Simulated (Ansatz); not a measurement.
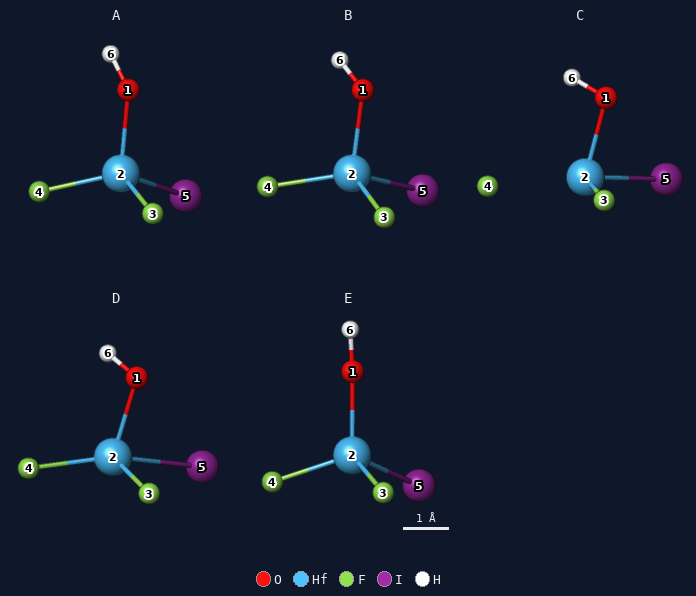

5 geometries from one relaxation of HfHOIF₂ (coarse preliminary run), in shuffled order. A ball-and-stick model, seen at a tilt.

The start comes from a force field.

These are results of RKS PBE-D4/def2-SVP in Ansatz 0.2.0, not measurements. (force threshold 0.03 eV/Å; at most 200 steps)

Q: Order the frames from highest to lowest energy.

A: C, D, B, A, E. They are steps 0, 2, 4, 5, 10, at +307.3 kcal/mol, +22.0 kcal/mol, +3.84 kcal/mol, +1.71 kcal/mol relative to the last. The energy falls by 307.3 kcal/mol in 9 accepted moves (10 points after the start). Largest force component: 53 eV/Å at the start, 0.02 eV/Å at the end. The line search rejected the trial step at point 7 of the run. The largest move after the best rigid fit is that of H6, 0.89 Å. By element the largest moves are H 0.89 Å, F 0.79 Å, I 0.69 Å, O 0.55 Å, Hf 0.15 Å. Among the contacts that change: Hf2–F3 1.350 → 1.915 Å, Hf2–F4 2.265 → 1.915 Å, Hf2–I5 2.570 → 2.737 Å, O1–H6 1.014 → 0.966 Å. Bond angles that change, for instance: Hf2–O1–H6 96.4° → 175.2°, O1–Hf2–I5 91.2° → 110.0°, O1–Hf2–F3 93.7° → 109.5°. The run took 7 s on 4 threads of AMD EPYC 9R45 96-Core, with other jobs on the host.
